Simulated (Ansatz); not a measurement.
Br2H2O2Zr (SMILES [OH][Zr]([OH])([Br])[Br])

Input file:

```
crystal:
  periodic: [false, false, false]
  atoms:
    - {symbol: Br, position_ang: [-1.243637, -1.249473, -1.758405]}
    - {symbol: Br, position_ang: [1.100831, 2.146851, -1.476887]}
    - {symbol: O, position_ang: [-1.161992, 0.978479, 1.073997]}
    - {symbol: O, position_ang: [1.387239, -0.746402, 0.653453]}
    - {symbol: Zr, position_ang: [0.033541, 0.258900, -0.201786]}
    - {symbol: H, position_ang: [-1.709444, 1.297233, 1.791722]}
    - {symbol: H, position_ang: [2.027972, -1.231465, 1.173645]}
basis:
  gaussian:
    orbitals: def2-TZVPD
hamiltonian:
  xc: pbe0
output: {forces: true, orbitals: {seedname: orbitals}}
```

Command:

```sh
ansatz run input.yaml --threads 2 --pin off --max-ram 6090MiB --events-out events.jsonl --progress --plain --runs-dir runs
```

Geometry: PBE0-D4/def2-SVP; core potentials replace the inner electrons of Zr.

All numbers below come from isolated molecule in a Gaussian basis; Kohn-Sham density functional theory, functional PBE0 (Ansatz).

> What will maps of the electron density and electron localisation function show?

Zr–O (1.89 Å): ρ at the midpoint is about 0.97 e/Å³; the ELF peaks at about 0.80 in the valence shell of O, 0.5 Å from its nucleus, and drops to about 0.20 between the two atoms.
O–H (0.96 Å): ρ is about 3.8 e/Å³ halfway; the ELF climbs to about 1 towards the hydrogen, as it does in any bond to H (an ordinary covalent bond to hydrogen).

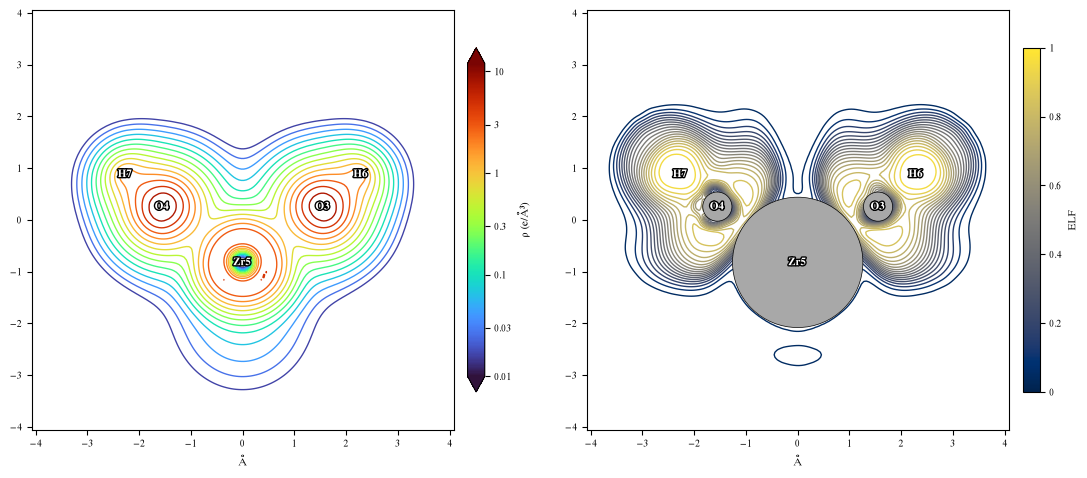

Computed electron density and electron localisation function on the plane of atoms O3, Zr5 and O4, in this order. Grey discs cover the atomic cores in the ELF map. 
